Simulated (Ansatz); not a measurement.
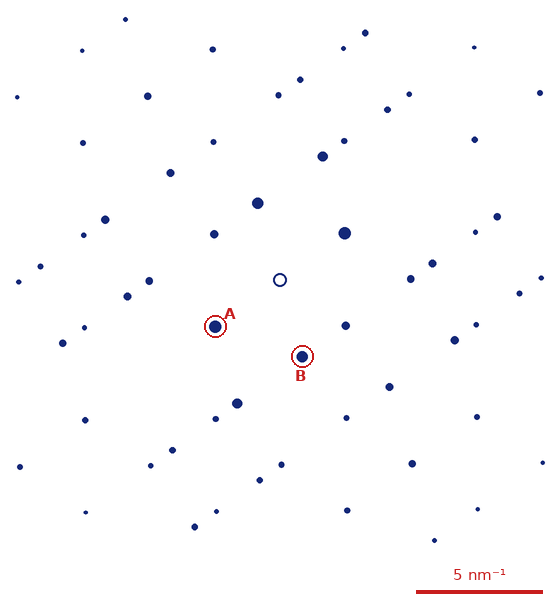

Simulated selected-area electron diffraction pattern (120 kV, kinematic approximation, thin crystal, B = 0.3 Å² for all atoms). Two individuals of a reflection twin are superposed (a geometric construction: whether this twin forms is not tested; the second individual is smaller and so fainter). Crystal: Si, space group Fd-3m (No. 227), a = 5.43 Å, zone axis [110]. Structure: the input geometry of an electronic-structure calculation (not necessarily at equilibrium).

In the first individual spot A is -1 1 -1 and spot B is -1 1 1.

Q: On which plane is the crystal twinned?

A: (1-11). The spot positions of the combined pattern are mirror-symmetric about the row through 1 -1 1 (d = 3.135 Å), which both individuals share, while a single individual has only symmetry 2mm without that mirror line. Friedel's law adds the mirror line at right angles, so a twin on (1-1-2) would give the same picture; the more widely spaced plane was used.

Q: Which other reflections coincide?

A: Off the common row, 2 -2 -4, 1 -1 -5, 3 -3 -3 and their kin fall on spots of the second individual; about 20 % of the first individual's visible spots are shared.
